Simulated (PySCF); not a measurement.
**One shape, several levels: SiN2H6O2 (SMILES N[Si](N)(O)O)**

Wanted: a comparison of 6 runs (B2PLYP/6-31G*, CAM-B3LYP/6-31G*, PBE/6-31G*, PBE0/6-31G*, wB97M-V/6-31G*, wB97X/6-31G*) of SiN2H6O2. 

The results are computed with PySCF 2.14.0.

1 further run of the same task is left out (set aside as unsound or not needed).

### 1 The structure to begin with

The species is SiN2H6O2 (11 atoms), meant as a singlet with charge 0. SMILES: `N[Si](N)(O)O`. The shape is that of a PBE0-D4/def2-TZVP optimisation. This is one conformer, not always the lowest.

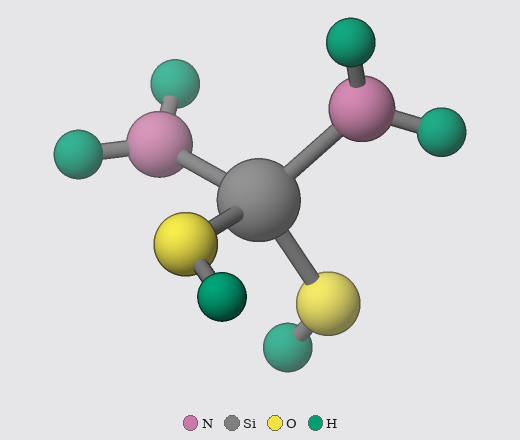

The structure, seen from a chosen angle (nitrogen pink, silicon grey, oxygen yellow, hydrogen teal).

### 2 The energy at B2PLYP/6-31G(d) (spherical functions) (run 1)

calc.py

```python
# N[Si](N)(O)O
from pyscf import gto, dft, mp

mol = gto.M(
    atom=[
    ('N', (-1.169000, 0.968200, 0.528400)),
    ('Si', (0.075700, 0.030500, -0.149300)),
    ('N', (0.564900, -1.225600, 0.880900)),
    ('O', (1.501200, 0.802900, -0.441600)),
    ('O', (-0.608500, -0.453100, -1.568700)),
    ('H', (-1.020700, 1.577900, 1.313000)),
    ('H', (-1.968400, 1.228300, -0.022700)),
    ('H', (1.533900, -1.432600, 1.044000)),
    ('H', (-0.054900, -1.654600, 1.543700)),
    ('H', (1.504400, 1.391500, -1.197300)),
    ('H', (-0.293200, -1.290400, -1.910000)),
],
    basis='6-31g*',
    max_memory=1860,
    verbose=3,
)

ks = dft.RKS(mol, xc='0.53*HF + 0.47*B88, 0.73*LYP')
ks.grids.level = 5
ks.conv_tol = 1e-10
ks.kernel()
if not ks.converged:
    ks = ks.newton().run(ks.mo_coeff, ks.mo_occ)

pt = mp.MP2(ks, frozen=9).run()
energy = ks.e_tot + 0.27 * pt.e_corr
print('PT2 part  %.8f' % (0.27 * pt.e_corr))
print('E = %.10f Eh' % energy)
```

The run is started by

```bash
$ OMP_NUM_THREADS=1 python calc.py
```

What it wrote:

```text
converged SCF energy = -552.545092403022
E(RMP2) = -553.465978719235  E_corr = -0.920886316212267
E(SCS-RMP2) = -553.439748868037  E_corr = -0.894656465014431
PT2 part  -0.24863931
E = -552.7937317084 Eh
```

Wall time 28 s (1 thread of Arm Neoverse V1, shared host); peak memory 0.44 GiB.

### 3 A single-point energy at CAM-B3LYP/6-31G(d) (spherical functions) (run 2)

geometry.xyz

```xyz
11
H6N2O2Si
N     -1.169000     0.968200     0.528400
Si     0.075700     0.030500    -0.149300
N      0.564900    -1.225600     0.880900
O      1.501200     0.802900    -0.441600
O     -0.608500    -0.453100    -1.568700
H     -1.020700     1.577900     1.313000
H     -1.968400     1.228300    -0.022700
H      1.533900    -1.432600     1.044000
H     -0.054900    -1.654600     1.543700
H      1.504400     1.391500    -1.197300
H     -0.293200    -1.290400    -1.910000
```

calc.py

```python
# N[Si](N)(O)O
from pyscf import gto, dft

mol = gto.M(
    atom='geometry.xyz',
    verbose=4,
    max_memory=1860,
    basis='6-31g*',
)

ks = dft.RKS(mol)
ks.xc = 'cam-b3lyp'
ks.grids.level = 5
ks.conv_tol = 1e-10
ks.kernel()
if not ks.converged:
    ks = ks.newton().run(ks.mo_coeff, ks.mo_occ)

e_tot = ks.e_tot
print('E(%s) = %.9f' % ('CAM-B3LYP', e_tot))
```

The run is started by

```bash
$ OMP_NUM_THREADS=1 python calc.py
```

What it wrote:

```text
PySCF version 2.14.0

[... 81 lines left out ...]
converged SCF energy = -553.0832078638
E(CAM-B3LYP) = -553.083207864
```

It took 44 s on 1 thread of Arm Neoverse V1, shared host; peak memory 0.45 GiB.

Run 3 isn't shown in full; the table further down has it.

### 4 The energy at PBE0/6-31G(d) (spherical functions) (run 4)

calc.py

```python
from pyscf import gto, dft

mol = gto.Mole()
mol.atom = [
    ('N', (-1.169000, 0.968200, 0.528400)),
    ('Si', (0.075700, 0.030500, -0.149300)),
    ('N', (0.564900, -1.225600, 0.880900)),
    ('O', (1.501200, 0.802900, -0.441600)),
    ('O', (-0.608500, -0.453100, -1.568700)),
    ('H', (-1.020700, 1.577900, 1.313000)),
    ('H', (-1.968400, 1.228300, -0.022700)),
    ('H', (1.533900, -1.432600, 1.044000)),
    ('H', (-0.054900, -1.654600, 1.543700)),
    ('H', (1.504400, 1.391500, -1.197300)),
    ('H', (-0.293200, -1.290400, -1.910000)),
]
mol.verbose = 3
mol.max_memory = 1860
mol.basis = '6-31g*'
mol.build()

mf = dft.RKS(mol, xc='pbe0')
mf.grids.level = 5
mf.conv_tol = 1e-10
mf.kernel()
if not mf.converged:
    mf = mf.newton().run(mf.mo_coeff, mf.mo_occ)

energy = mf.e_tot
print(f'total energy: {energy:.8f} hartree')
```

The run is started by

```bash
$ OMP_NUM_THREADS=1 python calc.py
```

What it wrote:

```text
converged SCF energy = -552.765272297525
total energy: -552.76527230 hartree
```

Run time: 26 s. Hardware: 1 thread of Arm Neoverse V1, shared host; peak memory 0.44 GiB.

Run 5 isn't shown in full; the table further down has it.

### 5 A single-point energy at wB97X/6-31G(d) (spherical functions) (run 6)

input.py

```python
from pyscf import gto, dft

mol = gto.Mole()
mol.atom = [
    ('N', (-1.169000, 0.968200, 0.528400)),
    ('Si', (0.075700, 0.030500, -0.149300)),
    ('N', (0.564900, -1.225600, 0.880900)),
    ('O', (1.501200, 0.802900, -0.441600)),
    ('O', (-0.608500, -0.453100, -1.568700)),
    ('H', (-1.020700, 1.577900, 1.313000)),
    ('H', (-1.968400, 1.228300, -0.022700)),
    ('H', (1.533900, -1.432600, 1.044000)),
    ('H', (-0.054900, -1.654600, 1.543700)),
    ('H', (1.504400, 1.391500, -1.197300)),
    ('H', (-0.293200, -1.290400, -1.910000)),
]
mol.basis = '6-31g*'
mol.max_memory = 1860
mol.verbose = 3
mol.spin = 0
mol.build()

ks = dft.RKS(mol)
ks.xc = 'wb97x'
ks.grids.level = 5
ks.conv_tol = 1e-10
ks.kernel()
if not ks.converged:
    ks = ks.newton().run(ks.mo_coeff, ks.mo_occ)

e_tot = ks.e_tot
print(f'total energy: {e_tot:.8f} hartree')
```

The run is started by

```bash
$ OMP_NUM_THREADS=1 python input.py
```

What it wrote:

```text
converged SCF energy = -553.105157333727
total energy: -553.10515733 hartree
```

Wall time 43 s (1 thread of Arm Neoverse V1, shared host); peak memory 0.45 GiB.

### 6 Overview of the runs

| run | level | frozen core orbitals | nlc grid | energy (Eh) | dipole moment (D) | HOMO energy (eV) | LUMO energy (eV) | wall time |
| --- | --- | --- | --- | --- | --- | --- | --- | --- |
| 1 | B2PLYP/6-31G* (spherical functions) | 9 | – | -552.793732 | 0.25 | -8.15 | 3.04 | 28 s |
| 2 | CAM-B3LYP/6-31G* (spherical functions) | – | – | -553.083208 | 0.25 | -8.14 | 2.83 | 44 s |
| 3 | PBE/6-31G* (spherical functions) | – | – | -552.718718 | 0.28 | -5.13 | 0.92 | 27 s |
| 4 | PBE0/6-31G* (spherical functions) | – | – | -552.765272 | 0.27 | -6.73 | 1.90 | 26 s |
| 5 | wB97M-V/6-31G* (spherical functions) | – | 1 | -553.073054 | 0.25 | -9.12 | 3.68 | 2.5 min |
| 6 | wB97X/6-31G* (spherical functions) | – | – | -553.105157 | 0.26 | -9.23 | 4.13 | 43 s |

### 7 Outcome

| quantity | value |
| --- | --- |
| run 6: total energy | -553.10516 Eh |
| run 6: dipole moment | 0.26 D |
| run 6: HOMO energy | -9.23 eV |
| run 6: LUMO energy | 4.13 eV |
| run 6: HOMO–LUMO gap | 13.36 eV |

The dipole moment (its size) runs from 0.25 D (CAM-B3LYP/6-31G*) to 0.28 D (PBE/6-31G*). The HOMO–LUMO gap runs from 6.05 eV (PBE/6-31G*) to 13.36 eV (wB97X/6-31G*). Totals of different functionals can't be ranked against each other. All runs together took 5.3 min, the longest 2.5 min.
